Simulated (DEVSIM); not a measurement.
System: abrupt Si p-n junction, at 300 K.

```csv
layer (left to right),material,thickness (μm),Nd (cm⁻³),Na (cm⁻³),τn (s),τp (s)
1,Si,1.40,-,3.7e16,2.7e-7,2.7e-7
2,Si,9.10,2.9e16,-,2.7e-7,2.7e-7
```

Left contact: ohmic. Right contact: ohmic. Voltage is applied to the left contact. Recombination: SRH at mid-gap, radiative, Auger. Mobility is μmin + (μ − μmin)/(1 + (N/Nref)^α).

The device is made up for the run: typed textbook-type constants, with dimensions and the other settings drawn at random. Values at 300 K.

```
parameter           Si
-------------  -------
gap (eV)         1.124
affinity (eV)     4.05
permittivity      11.7
Nc (cm⁻³)      2.86e19
Nv (cm⁻³)       3.1e19
μn (cm²/Vs)       1417
μp (cm²/Vs)        470
μn,min              52
μp,min              45
Nref,n          9.7e16
Nref,p          2.2e17
αn                0.68
αp                0.72
B (cm³/s)      4.7e-15
Cn (cm⁶/s)     2.8e-31
Cp (cm⁶/s)     9.9e-32
```

Model (solved in DEVSIM): 1D drift-diffusion, Boltzmann statistics, complete ionisation; no tunnelling, impact ionisation, image-force lowering or self-heating.

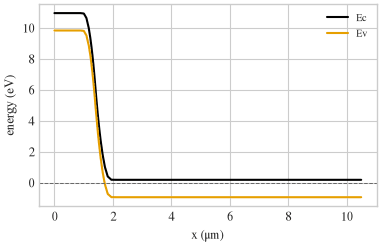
Fig. 1. Band edges at -10.0 V on the left contact

Energies count from the Fermi level of the right contact; mesh points crowd at the junctions.

```
x (μm)   Ec (eV)  Ev (eV)  n (cm⁻³)  p (cm⁻³)  field (V/cm)
-------  -------  -------  --------  --------  ------------
0.000     10.950    9.826      3100    3.7e16           ≈ 0
0.02772   10.950    9.826      3100    3.7e16           ≈ 0
0.08631   10.950    9.826      2900    3.7e16           ≈ 0
0.2011    10.950    9.826      2500    3.7e16           ≈ 0
0.5801    10.950    9.826      1300    3.7e16           ≈ 0
1.007     10.923    9.799     < 1e2    1.3e16        -11000
1.227      9.366    8.242      2000     23000       -130000
1.351      7.275    6.151      2600     12000       -200000
1.390      6.437    5.313      2700      9500       -230000
1.412      5.930    4.806      2700      8700       -230000
1.451      5.080    3.956      3400      8400       -210000
1.583      2.704    1.581      6500      7300       -150000
1.825      0.395   -0.729    6.5e12     < 1e2        -42000
2.347      0.178   -0.946    2.9e16       220           ≈ 0
4.056      0.178   -0.946    2.9e16      1100           ≈ 0
6.790      0.178   -0.946    2.9e16      2300           ≈ 0
8.798      0.178   -0.946    2.9e16      3200           ≈ 0
9.693      0.178   -0.946    2.9e16      3600           ≈ 0
10.22      0.178   -0.946    2.9e16      3900           ≈ 0
10.38      0.178   -0.946    2.9e16      4000           ≈ 0
10.46      0.178   -0.946    2.9e16      4000           ≈ 0
10.50      0.178   -0.946    2.9e16      4000           ≈ 0
```
